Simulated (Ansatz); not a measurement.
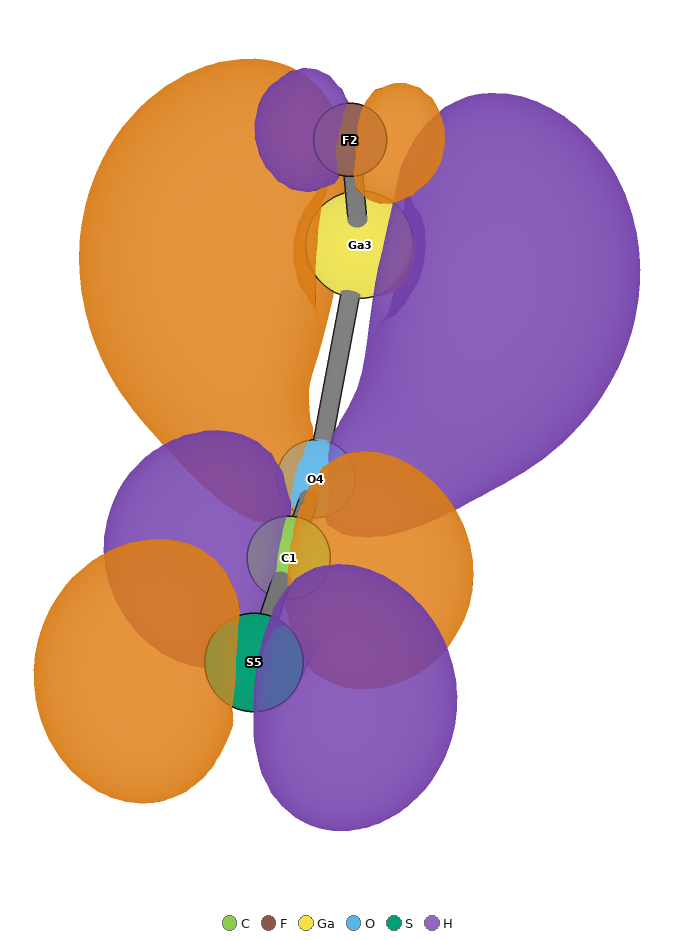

The picture shows: CHFGaOS (SMILES [F][GaH][O]C#[S+]) (charge +1). One frontier orbital at ±0.08 Å⁻³ᐟ² (orange and purple are the two phases), seen at an oblique angle.

Geometry: B3LYP-D3(BJ)/def2-SVP.

Level of theory: isolated molecule in a Gaussian basis; Kohn-Sham density functional theory, functional PBE0 (Ansatz 0.2.0).

```xyz
6

C     1.1180   -0.4495    0.9555
F    -1.9397   -0.9951   -0.2729
Ga   -0.7107   -0.8386   -1.4571
O     0.8269   -0.5405   -0.2059
S     1.5255   -0.3280    2.4221
H    -0.2547   -0.8185   -2.9084
```

Which orbital is it: HOMO or LUMO?

The LUMO, at −7.08 eV. It lies mainly on Ga3 (about 45 %), S5 (about 20 %), C1 (about 20 %) and O4 (about 10 %); it changes sign across the molecular plane (π type); π-antibonding (a node) across C1–O4 and C1–S5.
